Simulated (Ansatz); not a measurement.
# CH2BN (SMILES BC#N) at wB97M-V/def2-TZVP

What is the electronic atomisation energy of CH2BN at wB97M-V/def2-TZVP? 

Program for the calculation: Ansatz 0.2.0.

65 further runs of the same task are left out: 65 set aside as unsound or not needed. Runs told in other sessions of the task aren't counted.

## 1. The molecule

CH2BN: 5 atoms, total charge 0, spin state singlet. SMILES: `BC#N`. The shape is that of a PBE0-D4/def2-TZVP optimisation.

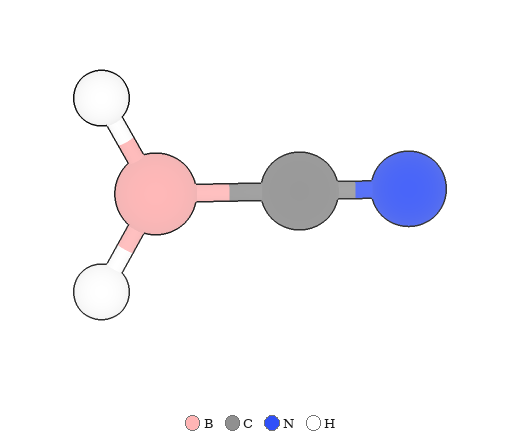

The structure, seen from a chosen angle (boron pink, carbon grey, nitrogen blue, hydrogen white).

## 2. The energy at wB97M-V/def2-TZVP

File run.yaml:

```yaml
crystal:
  periodic: [false, false, false]
  atoms:
    - {symbol: B, position_ang: [-0.219200, 0.441300, -0.341900]}
    - {symbol: C, position_ang: [0.352700, -0.696700, 0.490700]}
    - {symbol: N, position_ang: [0.786500, -1.559600, 1.122200]}
    - {symbol: H, position_ang: [-0.744300, 0.187400, -1.377600]}
    - {symbol: H, position_ang: [-0.125900, 1.554000, 0.065300]}
basis:
  gaussian: {orbitals: def2-TZVP}
hamiltonian: {xc: {name: wB97M-V}}
accuracy: high
output: {orbitals: {seedname: orbitals}}
```

Started as:

```bash
$ ansatz run run.yaml --threads 1 --pin off --max-ram 3480MiB --events-out events.jsonl --progress --plain --runs-dir runs
```

The log of the run:

```text
Warning: RAYON_NUM_THREADS=1 ignored (pool sized by the plan → 1); use --threads N
Functional definition: wB97M-V
  name "wB97M-V"
  parameter omega = 0.3/bohr
  parameter cx = 0.15
  parameter cx01 = 1.007
  parameter cx10 = 0.259
  parameter css00 = 0.443
  parameter css04 = -1.437
  parameter css10 = -4.535
  parameter css20 = -3.390
  parameter css43 = 4.278
  parameter cos00 = 1.000
  parameter cos10 = 1.358
  parameter cos20 = 2.924
  parameter cos21 = -8.812
  parameter cos60 = -1.390
  parameter cos61 = 9.142
  parameter b = 6.0
  parameter c = 0.01
  gx(w, u) = 1 - cx + cx01*u + cx10*w
  gss(w, u) = css00 + css04*u^4 + css10*w + css20*w^2 + css43*w^4*u^3
  gos(w, u) = cos00 + cos10*w + (cos20 + cos21*u)*w^2 + (cos60 + cos61*u)*w^6
  exchange = spin_sum(e_x_unif_sr(omega)*gx(b97_w, b97_u_x)) + cx*exact_x_sr(omega) + exact_x_lr(omega)
  correlation = spin_sum(e_c_pw_mod_same_spin*gss(b97_w, b97_u_same))
      + integral(e_c_pw_mod_opposite_spin*gos(b97_w_opposite, b97_u_opposite)) + vv10(b, c)
1710 factors; integrals over basis functions are off by at most 3.6e-9 eV
301 factors; integrals over basis functions are off by at most 1.4e-9 eV
mean field evaluation 1: about -3232.1630 eV, gradient 3.4e1 eV
mean field evaluation 2: about -3231.5076 eV, gradient 3.9e1 eV
mean field evaluation 4: about -3234.5584 eV, gradient 1.6e0 eV
mean field evaluation 8: about -3234.5683 eV, gradient 5.2e-2 eV
mean field evaluation 16: about -3234.5683 eV, gradient 7.1e-6 eV
mean field -3234.56830578 eV, -118.8681927681 hartree, gradient 4.7e-8 eV, S^2 0.000000; 0 other end points of the search recorded, 0 dependent functions left out
reference -3234.56831003 eV, -118.8681929244 hartree; 10, 10 occupied and 95, 95 virtual orbitals, 1710 factors
Total energy: -3234.56831003 eV, -118.8681929244 hartree
```

Run time: 26 s. Hardware: 1 thread of Arm Neoverse V2, shared host; peak memory 0.4 GiB.

## 3. The B atom

File run.yaml:

```yaml
basis:
  gaussian: {orbitals: def2-TZVP}
crystal:
  periodic: [false, false, false]
  atoms:
    - symbol: B
      position_ang: [0.000000, 0.000000, 0.000000]
magnetization: {spin_polarized: true, initial_magnetization: 1}
hamiltonian: {xc: {name: wB97M-V}}
accuracy: high
```

Run the same way, it converges to -24.64963 Eh (log not shown).

## 4. The C atom, same level

File input.yaml:

```yaml
crystal:
  periodic: [false, false, false]
  atoms:
    - symbol: C
      position_ang: [0.000000, 0.000000, 0.000000]
basis:
  gaussian: {orbitals: def2-TZVP}
magnetization: {spin_polarized: true, initial_magnetization: 2}
hamiltonian: {xc: {name: wB97M-V}}
accuracy: high
```

Run the same way, it converges to -37.84639 Eh (log not shown).

## 5. The H atom

File job.yaml:

```yaml
basis:
  gaussian:
    orbitals: def2-TZVP
crystal:
  periodic: [false, false, false]
  atoms:
    - {symbol: H, position_ang: [0.000000, 0.000000, 0.000000]}
magnetization:
  spin_polarized: true
  initial_magnetization: 1
hamiltonian:
  xc: {name: wB97M-V}
accuracy: high
```

Run the same way, it converges to -0.49411 Eh (log not shown).

## 6. The N atom at the same level

File job.yaml:

```yaml
crystal:
  periodic: [false, false, false]
  atoms:
    - symbol: "N"
      position_ang: [0.000000, 0.000000, 0.000000]
basis:
  gaussian: {orbitals: def2-TZVP}
magnetization: {spin_polarized: true, initial_magnetization: 3}
hamiltonian: {xc: {name: wB97M-V}}
accuracy: high
```

Started as:

```bash
$ ansatz run job.yaml --threads 1 --pin off --max-ram 3480MiB --events-out events.jsonl --progress --plain --runs-dir runs
```

The log of the run (excerpt; [...] marks lines left out):

```text
Warning: RAYON_NUM_THREADS=1 ignored (pool sized by the plan → 1); use --threads N
Functional definition: wB97M-V
  name "wB97M-V"
[...]
  gx(w, u) = 1 - cx + cx01*u + cx10*w
  gss(w, u) = css00 + css04*u^4 + css10*w + css20*w^2 + css43*w^4*u^3
  gos(w, u) = cos00 + cos10*w + (cos20 + cos21*u)*w^2 + (cos60 + cos61*u)*w^6
[...]
      + integral(e_c_pw_mod_opposite_spin*gos(b97_w_opposite, b97_u_opposite)) + vv10(b, c)
312 factors; integrals over basis functions are off by at most 3.3e-9 eV
100 factors; integrals over basis functions are off by at most 1.0e-9 eV
[...]
mean field -1485.54059985 eV, -54.5926101088 hartree, gradient 6.8e-8 eV, S^2 3.753181; 0 other end points of the search recorded, 0 dependent functions left out
reference -1485.54060181 eV, -54.5926101808 hartree; 5, 2 occupied and 26, 29 virtual orbitals, 312 factors
Total energy: -1485.54060181 eV, -54.5926101808 hartree
```

It took 2.3 s on 1 thread of Arm Neoverse V2, shared host; peak memory 0.15 GiB.

## 7. Summary of results

At wB97M-V/def2-TZVP:

| quantity | value |
| --- | --- |
| molecule: total energy | -118.86819 Eh |
| molecule: HOMO energy | -12.04 eV |
| molecule: LUMO energy | -1.27 eV |
| molecule: HOMO–LUMO gap | 10.78 eV |
| B atom: total energy | -24.64963 Eh |
| B atom: ⟨S²⟩ | 0.751 |
| C atom: total energy | -37.84639 Eh |
| C atom: ⟨S²⟩ | 2.002 |
| H atom: total energy | -0.49411 Eh |
| H atom: ⟨S²⟩ | 0.750 |
| N atom: total energy | -54.59261 Eh |
| N atom: ⟨S²⟩ | 3.753 |
| electronic atomisation energy | 21.534 eV |

**Reading.** Taking the molecule apart into free atoms costs 21.53 eV (2078 kJ/mol), before zero-point energy and without spin-orbit coupling.
